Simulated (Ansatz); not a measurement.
The calculation's input:

```
crystal:
  periodic: [false, false, false]
  atoms:
    - {symbol: C, position_ang: [-0.998129, 0.618653, 0.982300]}
    - {symbol: C, position_ang: [0.375890, 0.246582, 0.456539]}
    - {symbol: N, position_ang: [0.305314, -1.002526, -0.272905]}
    - {symbol: C, position_ang: [0.694972, -1.097077, -1.444692]}
    - {symbol: F, position_ang: [1.229349, -0.094699, -2.173737]}
    - {symbol: H, position_ang: [-0.937954, 1.518573, 1.597940]}
    - {symbol: H, position_ang: [-1.689112, 0.813911, 0.159509]}
    - {symbol: H, position_ang: [-1.410528, -0.191313, 1.586362]}
    - {symbol: H, position_ang: [1.052538, 0.079798, 1.300546]}
    - {symbol: H, position_ang: [0.791458, 1.063020, -0.142492]}
    - {symbol: H, position_ang: [0.651404, -2.011920, -2.028670]}
basis:
  gaussian: {orbitals: def2-TZVPP}
hamiltonian: {xc: pbe0, dispersion: d4}
output: {orbitals: {seedname: orbitals}}
```

Launched as:

```sh
ansatz run in.yaml --threads 4 --pin off --events-out ev --progress --plain --max-ram 10444MiB
```

Geometry: PBE0-D4/def2-TZVP.

Method: RKS PBE0-D4/def2-TZVPP in Ansatz.

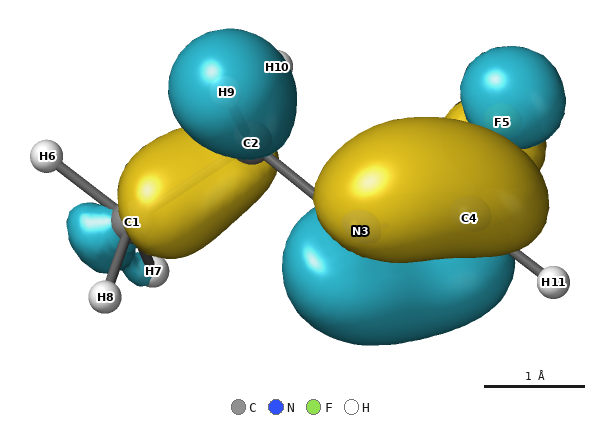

C3H6FN (SMILES CCN=CF). The HOMO−1 at ±0.15 Å⁻³ᐟ² (yellow and cyan are the two phases), seen at a tilt.

> Describe this orbital and give its energy.

Its weight (Hirshfeld) is mainly on N3 (about 35 %), C4 (about 25 %), F5 (about 10 %), C2 (about 10 %), C1 (about 5 %) and H9 (about 5 %). Its energy is −8.61 eV.
